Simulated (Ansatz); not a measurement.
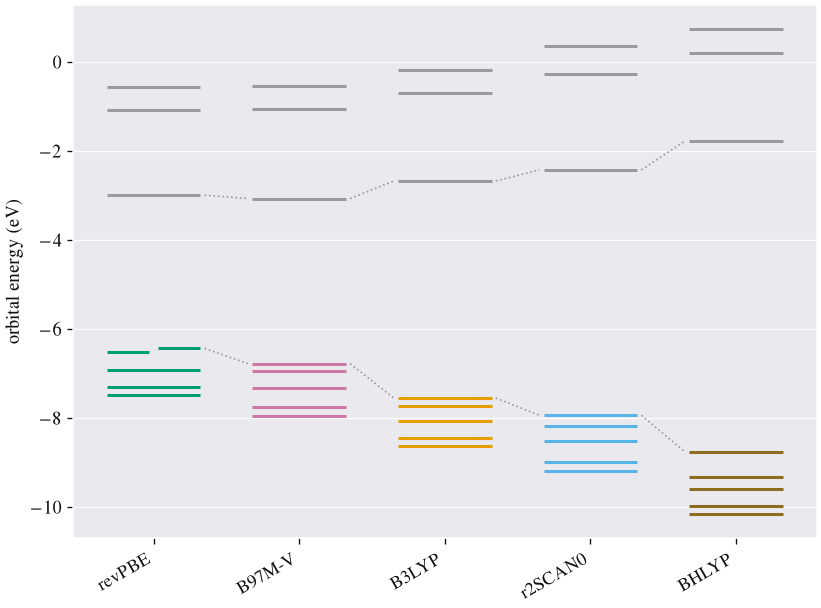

Frontier orbital energies of C₃H₇ClOSn, SMILES CC(C)[O][Sn][Cl], singlet at one geometry, def2-TZVPP, the Ansatz code 0.2.0, at a PBE0-D4/def2-TZVP geometry (a minimum by its frequencies). Empty levels are grey, levels within 0.1 eV stand side by side; all columns show the same few orbitals around the gap. Dotted lines join the HOMOs and the LUMOs.

### How do the frontier levels move from column to column?

The separation grows from 3.44 eV (revPBE) to 6.99 eV (BHLYP).

| level | HOMO (eV) | LUMO (eV) | separation (eV) |
| --- | --- | --- | --- |
| revPBE | −6.44 | −3.00 | 3.44 |
| B97M-V | −6.79 | −3.08 | 3.71 |
| B3LYP | −7.56 | −2.68 | 4.88 |
| r2SCAN0 | −7.95 | −2.43 | 5.51 |
| BHLYP | −8.77 | −1.78 | 6.99 |

Caveats, for all or some of the runs: core potentials past krypton; empty levels above zero depend strongly on the basis; one conformer of a flexible molecule; spin-orbit coupling is left out, and with Sn it can shift these levels and split any degenerate set.
